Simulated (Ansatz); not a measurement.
A ladder of methods for CuOH (SMILES [Cu]O)

CuOH has 3 atoms, charge 0, and is taken as a singlet. SMILES: `[Cu]O`. Geometry: optimised at r2SCAN/def2-SVP.

| atom | x (Å) | y (Å) | z (Å) |
| --- | --- | --- | --- |
| Cu | -1.1286 | 0.2720 | -0.5853 |
| O | 0.4115 | 0.3231 | 0.2610 |
| H | 0.7171 | -0.5951 | 0.3242 |

Each level gives the dissociation energy of the O2–Cu1 bond into doublet OH and doublet Cu (shapes relaxed at r2SCAN/def2-SVP, no zero-point term) (eV). The values are calculated.

```tsv
level	kind	program	value (eV)	less CCSD(T)/def2-TZVPP	CPU time (all runs)
HF/def2-TZVPP	Hartree–Fock	Ansatz	1.11	-1.90	3.8 s
SVWN5/def2-TZVPP	LDA	Ansatz	4.11	+1.10	1.7 s
BLYP/def2-TZVPP	GGA	Ansatz	3.13	+0.12	4.6 s
PBE/def2-TZVPP	GGA	Ansatz	3.31	+0.30	2.9 s
r2SCAN/def2-TZVPP	meta-GGA	Ansatz	3.16	+0.15	5.7 s
wB97M-V/def2-TZVPP	range-separated hybrid	Ansatz	3.16	+0.15	9 s
RPA@PBE/def2-TZVPP	RPA	Ansatz	2.86	-0.15	5.7 s
MP2/def2-TZVPP	perturbation theory	Ansatz	3.47	+0.46	8.5 s
CCSD(T)/def2-TZVPP	coupled cluster or CI	Ansatz	3.01	0.00	19 s
```

Differences are taken from CCSD(T)/def2-TZVPP for orientation; it has basis-set and higher-order errors of its own. The values span 1.11 to 4.11 eV. Hartree–Fock misses the correlation of the electron pair that is broken and comes out low. Measured bond enthalpies also hold zero-point and thermal terms, a few tenths of an eV less. In so small a basis fixed costs decide the times, and correlated methods can beat functionals. CPU times are rough (shared hosts, several kinds of processor and program).

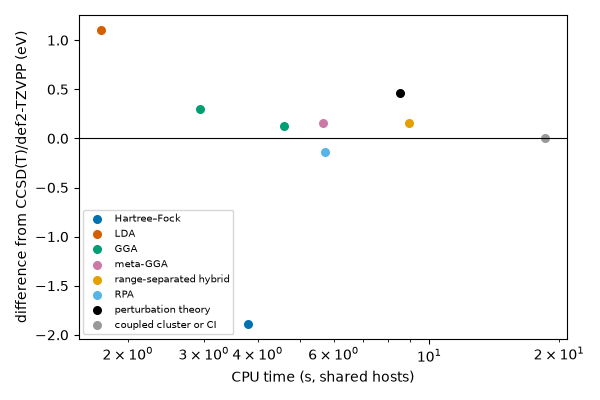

Difference from CCSD(T)/def2-TZVPP against processor time, one point a level.
